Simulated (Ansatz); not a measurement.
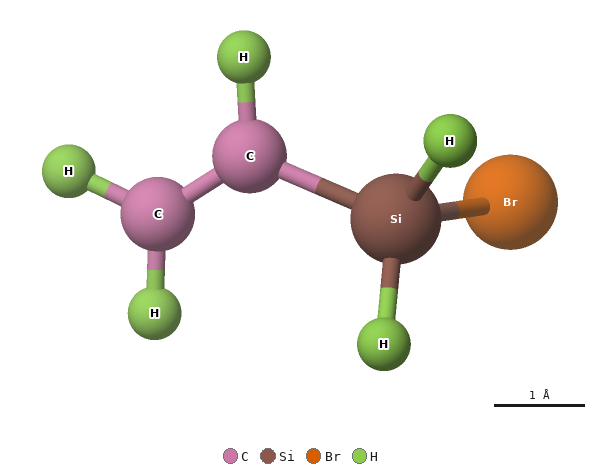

Figure 1. The starting structure (ball-and-stick view, seen at a tilt). Bond lengths as drawn: Br–Si 2.18 Å, C–C 1.27 Å, C–H 1.11 to 1.14 Å, C–Si 1.83 Å and H–Si 1.49 to 1.54 Å.

## Geometry relaxation of C$_{2}$H$_{5}$BrSi

The run: geometry relaxation of C$_{2}$H$_{5}$BrSi, SMILES C=C[SiH2]Br. Method and program: RKS PBE-D4/def2-SVP (Ansatz 0.2.0).

The geometry: force-field start. Figures and captions count atoms from 1; the log counts them from 0 in places.

**Input**
```yaml
crystal:
  periodic: [false, false, false]
  atoms:
    - {symbol: C, position_ang: [-0.426300, 1.442900, -0.296400]}
    - {symbol: C, position_ang: [0.427300, 0.502200, -0.213400]}
    - {symbol: Si, position_ang: [0.122200, -1.179100, 0.440800]}
    - {symbol: Br, position_ang: [-0.264700, -2.504800, -1.243700]}
    - {symbol: H, position_ang: [-1.503500, 1.361700, -0.001400]}
    - {symbol: H, position_ang: [-0.200200, 2.468500, -0.727900]}
    - {symbol: H, position_ang: [1.472600, 0.678600, -0.551600]}
    - {symbol: H, position_ang: [1.427400, -1.652500, 1.111000]}
    - {symbol: H, position_ang: [-0.966200, -1.163900, 1.465400]}
basis:
  gaussian: {orbitals: def2-SVP}
hamiltonian: {xc: pbe, dispersion: d4}
relax: {f_tol: 0.03, max_steps: 200}
```

Run on 4 threads of Intel Xeon @ 2.60GHz, 23 GiB of memory available, shared host.

Run as:
```bash
ansatz run in.yaml --threads 4 --pin off --events-out ev --progress --plain --max-ram 10444MiB
```

**Log**
```
Functional definition: PBE
  name "PBE"
  cite "Perdew, Burke & Ernzerhof, Phys. Rev. Lett. 77, 3865 (1996) doi:10.1103/PhysRevLett.77.3865"
  parent pbe
  parameter kappa = 0.804
  parameter beta = 0.06672455060314922
  exchange = pbe_x(kappa = kappa, mu = beta*pi^2/3)
  correlation = pbe_c(beta = beta)
1147 factors; their error is unknown
mean field evaluation 1: about -80041.9133 eV, gradient 5.2e1 eV
mean field evaluation 2: about -80025.0241 eV, gradient 9.1e1 eV
mean field evaluation 4: about -80049.3227 eV, gradient 8.5e0 eV
mean field evaluation 8: about -80049.4087 eV, gradient 2.1e-1 eV
mean field evaluation 16: about -80049.4088 eV, gradient 1.3e-5 eV
mean field -80049.40882030 eV, -2941.7615147081 hartree, gradient 1.3e-5 eV, S^2 0.000000; 0 other end points of the search recorded, 0 dependent functions left out
the calculation of the forces begins
reference -80049.40885394 eV, -2941.7615159442 hartree; 33, 33 occupied and 70, 70 virtual orbitals, 1147 factors
relax step   1: F+E_penalty+E_count = -80049.61457840 eV  Δ(F+E_penalty+E_count) = +0.000e0 eV  max|allowed force component| = 4.774e0 eV/Å  Δτ_max = 0.0000 Å  (27 SCF iters, accepted)
these checks for a lower state are left out or cut short: starts, cluster_reference, orbital_swaps, neighbouring_geometries, increment
1147 factors; their error is unknown
mean field -80049.69644585 eV, -2941.7720847519 hartree, gradient 1.4e-5 eV, S^2 0.000000; 0 other end points of the search recorded, 0 dependent functions left out
the calculation of the forces begins
reference -80049.69648017 eV, -2941.7720860132 hartree; 33, 33 occupied and 70, 70 virtual orbitals, 1147 factors
relax step   2: F+E_penalty+E_count = -80049.89789470 eV  Δ(F+E_penalty+E_count) = -2.833e-1 eV  max|allowed force component| = 1.200e0 eV/Å  Δτ_max = 0.1092 Å  (28 SCF iters, accepted)
these checks for a lower state are left out or cut short: starts, cluster_reference, orbital_swaps, neighbouring_geometries, increment
1147 factors; their error is unknown
mean field -80049.69960350 eV, -2941.7722007933 hartree, gradient 1.6e-5 eV, S^2 0.000000; 0 other end points of the search recorded, 0 dependent functions left out
the calculation of the forces begins
reference -80049.69963808 eV, -2941.7722020643 hartree; 33, 33 occupied and 70, 70 virtual orbitals, 1147 factors
relax step   3: F+E_penalty+E_count = -80049.89989517 eV  Δ(F+E_penalty+E_count) = -2.000e-3 eV  max|allowed force component| = 6.589e-1 eV/Å  Δτ_max = 0.0838 Å  (27 SCF iters, accepted)
these checks for a lower state are left out or cut short: starts, cluster_reference, orbital_swaps, neighbouring_geometries, increment
1147 factors; their error is unknown
mean field evaluation 32: about -80049.6833 eV, gradient 6.3e0 eV
mean field -80049.74391564 eV, -2941.7738292345 hartree, gradient 1.9e-5 eV, S^2 0.000000; 0 other end points of the search recorded, 0 dependent functions left out
the calculation of the forces begins
reference -80049.74395000 eV, -2941.7738304972 hartree; 33, 33 occupied and 70, 70 virtual orbitals, 1147 factors
relax step   4: F+E_penalty+E_count = -80049.94446396 eV  Δ(F+E_penalty+E_count) = -4.457e-2 eV  max|allowed force component| = 1.265e-1 eV/Å  Δτ_max = 0.2000 Å  (27 SCF iters, accepted)
these checks for a lower state are left out or cut short: starts, cluster_reference, orbital_swaps, neighbouring_geometries, increment
1147 factors; their error is unknown
mean field -80049.74715038 eV, -2941.7739481091 hartree, gradient 1.3e-5 eV, S^2 0.000000; 0 other end points of the search recorded, 0 dependent functions left out
the calculation of the forces begins
reference -80049.74718476 eV, -2941.7739493725 hartree; 33, 33 occupied and 70, 70 virtual orbitals, 1147 factors
relax step   5: F+E_penalty+E_count = -80049.94685072 eV  Δ(F+E_penalty+E_count) = -2.387e-3 eV  max|allowed force component| = 1.345e-1 eV/Å  Δτ_max = 0.0553 Å  (28 SCF iters, accepted)
these checks for a lower state are left out or cut short: starts, cluster_reference, orbital_swaps, neighbouring_geometries, increment
1147 factors; their error is unknown
mean field -80049.74960829 eV, -2941.7740384355 hartree, gradient 1.5e-5 eV, S^2 0.000000; 0 other end points of the search recorded, 0 dependent functions left out
the calculation of the forces begins
reference -80049.74964268 eV, -2941.7740396994 hartree; 33, 33 occupied and 70, 70 virtual orbitals, 1147 factors
relax step   6: F+E_penalty+E_count = -80049.94975373 eV  Δ(F+E_penalty+E_count) = -2.903e-3 eV  max|allowed force component| = 7.978e-2 eV/Å  Δτ_max = 0.0419 Å  (29 SCF iters, accepted)
these checks for a lower state are left out or cut short: starts, cluster_reference, orbital_swaps, neighbouring_geometries, increment
1147 factors; their error is unknown
mean field -80049.75034632 eV, -2941.7740655576 hartree, gradient 1.6e-5 eV, S^2 0.000000; 0 other end points of the search recorded, 0 dependent functions left out
the calculation of the forces begins
reference -80049.75038073 eV, -2941.7740668221 hartree; 33, 33 occupied and 70, 70 virtual orbitals, 1147 factors
relax step   7: F+E_penalty+E_count = -80049.95053242 eV  Δ(F+E_penalty+E_count) = -7.787e-4 eV  max|allowed force component| = 6.022e-2 eV/Å  Δτ_max = 0.0575 Å  (30 SCF iters, accepted)
these checks for a lower state are left out or cut short: starts, cluster_reference, orbital_swaps, neighbouring_geometries, increment
1147 factors; their error is unknown
mean field evaluation 64: about -80049.7512 eV, gradient 1.2e-3 eV
mean field -80049.75120046 eV, -2941.7740969466 hartree, gradient 1.3e-5 eV, S^2 0.000000; 0 other end points of the search recorded, 0 dependent functions left out
the calculation of the forces begins
reference -80049.75123485 eV, -2941.7740982105 hartree; 33, 33 occupied and 70, 70 virtual orbitals, 1147 factors
relax step   8: F+E_penalty+E_count = -80049.95136652 eV  Δ(F+E_penalty+E_count) = -8.341e-4 eV  max|allowed force component| = 3.951e-2 eV/Å  Δτ_max = 0.0354 Å  (29 SCF iters, accepted)
these checks for a lower state are left out or cut short: starts, cluster_reference, orbital_swaps, neighbouring_geometries, increment
1147 factors; their error is unknown
mean field -80049.75172708 eV, -2941.7741162995 hartree, gradient 1.3e-5 eV, S^2 0.000000; 0 other end points of the search recorded, 0 dependent functions left out
the calculation of the forces begins
reference -80049.75176147 eV, -2941.7741175633 hartree; 33, 33 occupied and 70, 70 virtual orbitals, 1147 factors
relax step   9: F+E_penalty+E_count = -80049.95181830 eV  Δ(F+E_penalty+E_count) = -4.518e-4 eV  max|allowed force component| = 1.208e-2 eV/Å  Δτ_max = 0.0111 Å  (31 SCF iters, accepted)
```

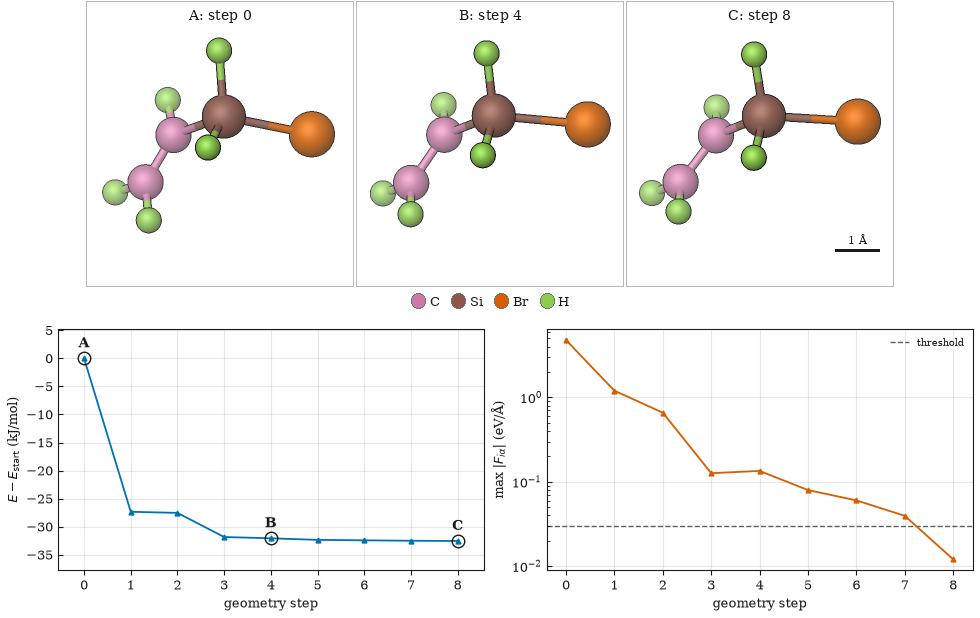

Figure 2. Frames of the relaxation (ball-and-stick view, seen at a tilt) above the curves, on which the letters mark them (the first geometry is step 0 here and step 1 in the log).

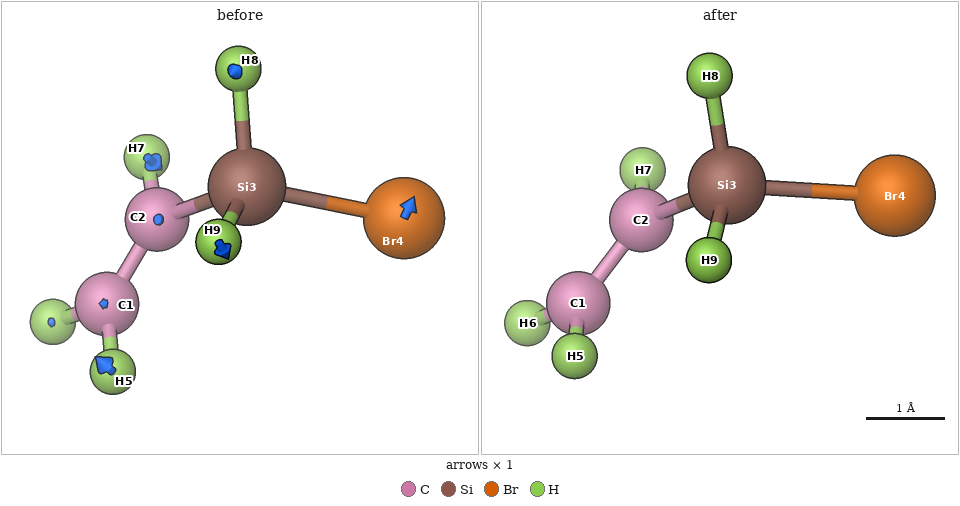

Figure 3. Before (left) and after (right) the relaxation, at one scale (ball-and-stick view, seen at a tilt). The blue arrows give the displacements, at true length. Over 8 geometry steps the energy falls by 32.5 kJ/mol. Largest force component: 4.8 eV/Å at the start, 0.012 eV/Å at the end. The largest move after the best rigid fit is that of H5, 0.37 Å. Largest moves by element: H 0.37 Å, Br 0.33 Å, C 0.13 Å, Si 0.03 Å. Among the contacts that change: C1–C2 1.273 → 1.349 Å, Si3–Br4 2.178 → 2.252 Å, Si3–H8 1.542 → 1.502 Å, C2–Si3 1.830 → 1.869 Å. Among the angles that change: Br4–Si3–H9 114.0° → 108.5°, H5–C1–H6 110.9° → 116.1°, C2–Si3–H8 107.2° → 111.9°. (Atoms are counted from 1 in the order of the input.)

```
1147 factors; their error is unknown
mean field -80049.75172708 eV, -2941.7741162995 hartree, gradient 1.5e-5 eV, S^2 0.000000; 1 other end points of the search recorded, 0 dependent functions left out
the calculation of the forces begins
reference -80049.75176147 eV, -2941.7741175633 hartree; 33, 33 occupied and 70, 70 virtual orbitals, 1147 factors
Total energy: -80049.95185269 eV, -2941.7814707801 hartree
Atom 0 at    -0.416077     1.523477    -0.211662 Å, force     0.002573    -0.001393     0.001888 eV/Å
Atom 1 at     0.456048     0.501889    -0.334000 Å, force     0.000962    -0.004518     0.002980 eV/Å
Atom 2 at     0.145341    -1.176755     0.426684 Å, force    -0.001670     0.012077    -0.006206 eV/Å
Atom 3 at    -0.037159    -2.734101    -1.190160 Å, force     0.001746     0.000395     0.000461 eV/Å
Atom 4 at    -1.366763     1.415034     0.339464 Å, force    -0.000909     0.001514     0.002721 eV/Å
Atom 5 at    -0.222607     2.515759    -0.655251 Å, force    -0.001559    -0.002900    -0.001774 eV/Å
Atom 6 at     1.389700     0.661810    -0.904568 Å, force    -0.000527    -0.005175     0.001744 eV/Å
Atom 7 at     1.280497    -1.610605     1.309866 Å, force    -0.000095     0.002124    -0.001669 eV/Å
Atom 8 at    -1.140380    -1.142908     1.202425 Å, force    -0.000521    -0.002123    -0.000145 eV/Å
Dipole moment:     0.019756     0.383025     0.134226 e Å
```

**Trajectory as extended XYZ (Å, eV, eV/Å), 9 frames, from step=1 to step=9**
```
9
Properties=species:S:1:pos:R:3:forces:R:3 step=1 energy=-80049.61458
C    -0.4263    1.4429   -0.2964   -3.8332   4.7741  -0.7423
C     0.4273    0.5022   -0.2134    3.7047  -2.8759   0.0752
Si    0.1222   -1.1791    0.4408    0.9826  -0.1203   1.3655
Br   -0.2647   -2.5048   -1.2437   -0.3268  -0.7876  -0.7776
H    -1.5035    1.3617   -0.0014    0.4325  -0.1757   0.0341
H    -0.2002    2.4685   -0.7279   -0.0062  -0.7853   0.3363
H     1.4726    0.6786   -0.5516   -0.1660   0.0274  -0.0272
H     1.4274   -1.6525    1.1110   -0.5397   0.0771  -0.2088
H    -0.9662   -1.1639    1.4654   -0.2479  -0.1337  -0.0551
9
Properties=species:S:1:pos:R:3:forces:R:3 step=2 energy=-80049.89790
C    -0.4475    1.4931   -0.3184   -0.9301   1.1999   0.2005
C     0.4671    0.5323   -0.2022    0.8534  -0.5177  -0.3470
Si    0.1770   -1.1771    0.4569   -0.1000  -0.2500   0.4932
Br   -0.2826   -2.5944   -1.2184    0.0316  -0.0987  -0.1453
H    -1.4906    1.4026    0.0616    0.2683  -0.1919  -0.0956
H    -0.2265    2.5027   -0.7356    0.0741  -0.3535  -0.0035
H     1.4857    0.7070   -0.6110   -0.1285   0.0948   0.0646
H     1.4157   -1.6858    1.1625   -0.1611   0.0565  -0.1087
H    -1.0097   -1.2266    1.3874    0.0923   0.0606  -0.0582
9
Properties=species:S:1:pos:R:3:forces:R:3 step=3 energy=-80049.89989
C    -0.4332    1.5314   -0.2452   -0.1580  -0.4305  -0.6589
C     0.4737    0.5221   -0.2401   -0.0534   0.4823   0.2711
Si    0.1712   -1.1814    0.4643   -0.1706  -0.0933  -0.0499
Br   -0.2607   -2.6202   -1.2265    0.0354   0.0493   0.0697
H    -1.4876    1.3812    0.0696    0.2511   0.0162   0.1833
H    -0.2389    2.4944   -0.7609    0.1274  -0.0575   0.3050
H     1.4925    0.7249   -0.6287   -0.1153  -0.0125  -0.0786
H     1.3932   -1.6963    1.1650    0.0120   0.0015   0.0280
H    -1.0217   -1.2026    1.3853    0.0712   0.0445  -0.0697
9
Properties=species:S:1:pos:R:3:forces:R:3 step=4 energy=-80049.94446
C    -0.4353    1.5208   -0.2468   -0.0363  -0.0483   0.0797
C     0.4619    0.5146   -0.2816    0.1082  -0.0702  -0.1265
Si    0.1610   -1.1781    0.4516   -0.0640   0.0084  -0.0394
Br   -0.1229   -2.6695   -1.2149    0.0119  -0.0118   0.0157
H    -1.4308    1.4062    0.2223    0.0945   0.0066   0.0302
H    -0.2165    2.5090   -0.6839   -0.0239   0.0286  -0.0646
H     1.4255    0.6706   -0.8091   -0.0697   0.0620   0.1041
H     1.3337   -1.6564    1.2604   -0.0135   0.0263  -0.0059
H    -1.0880   -1.1635    1.2848   -0.0072  -0.0017   0.0066
9
Properties=species:S:1:pos:R:3:forces:R:3 step=5 energy=-80049.94685
C    -0.4313    1.5262   -0.2379   -0.0286  -0.0084   0.0607
C     0.4633    0.5189   -0.2896    0.0622  -0.0998  -0.1345
Si    0.1495   -1.1768    0.4320    0.0321  -0.0289   0.0655
Br   -0.1002   -2.7163   -1.1962   -0.0149   0.0555  -0.0101
H    -1.4123    1.4149    0.2600    0.0458  -0.0064  -0.0244
H    -0.2229    2.5120   -0.6871   -0.0077   0.0300   0.0019
H     1.4261    0.6816   -0.8138   -0.0659   0.0260   0.0354
H     1.3162   -1.6488    1.2508    0.0055   0.0264   0.0255
H    -1.0997   -1.1579    1.2646   -0.0284   0.0057  -0.0200
9
Properties=species:S:1:pos:R:3:forces:R:3 step=6 energy=-80049.94975
C    -0.4285    1.5193   -0.2326    0.0257  -0.0250   0.0798
C     0.4620    0.5088   -0.3081    0.0318  -0.0414  -0.0484
Si    0.1519   -1.1795    0.4327   -0.0083   0.0387   0.0115
Br   -0.0906   -2.7104   -1.2042    0.0221   0.0199   0.0258
H    -1.3950    1.4096    0.2933    0.0349  -0.0042  -0.0547
H    -0.2236    2.5074   -0.6784   -0.0222   0.0276  -0.0052
H     1.4183    0.6740   -0.8421   -0.0643   0.0094   0.0061
H     1.3085   -1.6234    1.2832   -0.0107  -0.0220  -0.0153
H    -1.1145   -1.1523    1.2391   -0.0091  -0.0031   0.0005
9
Properties=species:S:1:pos:R:3:forces:R:3 step=7 energy=-80049.95053
C    -0.4167    1.5225   -0.2173   -0.0353  -0.0029  -0.0045
C     0.4580    0.5026   -0.3330    0.0005   0.0272   0.0421
Si    0.1493   -1.1737    0.4329   -0.0206  -0.0512  -0.0602
Br   -0.0540   -2.7252   -1.1898    0.0063   0.0009   0.0088
H    -1.3782    1.4069    0.3123   -0.0017   0.0094   0.0435
H    -0.2202    2.5190   -0.6497    0.0018  -0.0142  -0.0269
H     1.3946    0.6709   -0.8944    0.0442  -0.0235   0.0050
H     1.2879   -1.6227    1.3050   -0.0023   0.0326  -0.0075
H    -1.1319   -1.1467    1.2168    0.0071   0.0217  -0.0004
9
Properties=species:S:1:pos:R:3:forces:R:3 step=8 energy=-80049.95137
C    -0.4180    1.5212   -0.2122    0.0395   0.0090  -0.0071
C     0.4587    0.5028   -0.3320   -0.0171   0.0064   0.0019
Si    0.1448   -1.1750    0.4235   -0.0001  -0.0166   0.0360
Br   -0.0402   -2.7336   -1.1916    0.0000   0.0063  -0.0020
H    -1.3658    1.4142    0.3446   -0.0020  -0.0144  -0.0234
H    -0.2283    2.5114   -0.6616    0.0022   0.0113   0.0127
H     1.3967    0.6604   -0.8961   -0.0251   0.0160  -0.0209
H     1.2792   -1.6091    1.3059    0.0136  -0.0115   0.0068
H    -1.1385   -1.1387    1.2025   -0.0110  -0.0065  -0.0038
9
Properties=species:S:1:pos:R:3:forces:R:3 step=9 energy=-80049.95182
C    -0.4161    1.5235   -0.2117    0.0026  -0.0014   0.0019
C     0.4560    0.5019   -0.3340    0.0010  -0.0045   0.0030
Si    0.1453   -1.1768    0.4267   -0.0017   0.0121  -0.0062
Br   -0.0372   -2.7341   -1.1902    0.0017   0.0004   0.0005
H    -1.3668    1.4150    0.3395   -0.0009   0.0015   0.0027
H    -0.2226    2.5158   -0.6553   -0.0016  -0.0029  -0.0018
H     1.3897    0.6618   -0.9046   -0.0005  -0.0052   0.0017
H     1.2805   -1.6106    1.3099   -0.0001   0.0021  -0.0017
H    -1.1404   -1.1429    1.2024   -0.0005  -0.0021  -0.0001
```

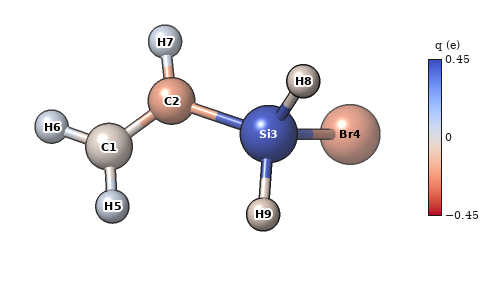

Figure 4. Mulliken charges, as the colour of each atom (ball-and-stick view, seen at a tilt; atoms are numbered from 1 in the order of the input; Mulliken charges depend strongly on the basis). By element: C −0.21 to −0.04, Si +0.43, Br −0.24 and H −0.05 to +0.05 e.

**Results in brief**

| quantity | value |
| --- | --- |
| outcome | converged |
| total energy | −80049.9519 eV |
| mean-field energy | −80049.7518 eV |
| dispersion energy | −0.2001 eV |
| SCF solution under orbital rotations | stable |
| largest force (length of the vector) at the end | 0.014 eV/Å |
| dipole moment | 1.95 D |
| wall time | 9 s (CPU time 28 s) |
| peak memory | 0.18 GiB |
